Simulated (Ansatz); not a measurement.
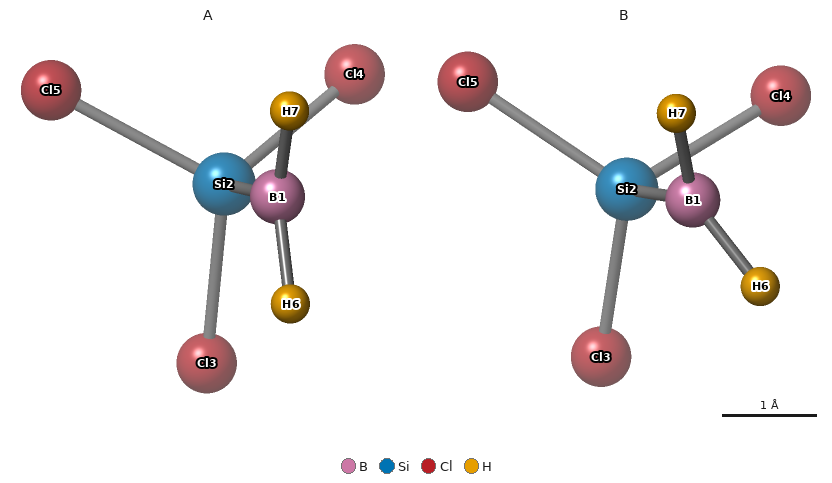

Two geometries of BSiH2Cl3 (coarse preliminary run), drawn at one scale. One is the start of a relaxation, the other its converged end. Style: ball-and-stick. Shown from a free direction.

These are results of Ansatz 0.2.0, RKS PBE-D4/def2-SVP, not measurements. (force threshold 0.03 eV/Å; at most 200 steps)

**Which geometry has the lower energy?**

Structure B is the relaxed one. The start comes from a force field. The atom that moves furthest after the best rigid fit is H6 (0.62 Å). Largest moves by element: H 0.62 Å, Cl 0.33 Å, Si 0.15 Å, B 0.04 Å. Some distances before and after: B1–H7 1.144 → 1.213 Å, Si2–Cl3 2.124 → 2.070 Å, Si2–Cl5 2.105 → 2.070 Å, B1–Si2 1.957 → 1.991 Å. Bond angles that change, for instance: B1–Si2–Cl4 107.7° → 96.5°, B1–Si2–Cl5 109.2° → 116.7°, B1–Si2–Cl3 111.6° → 116.7°. Groups turn about B1–Si2 by about 30°. After 11 accepted moves (12 points after the start) the energy has fallen by 15.9 kJ/mol. Largest force component: 1.8 eV/Å at the start, 0.0037 eV/Å at the end. The line search rejected the trial step at point 5 of the run. The run took 11 s on 4 threads of Arm Neoverse V2, with other jobs on the host.
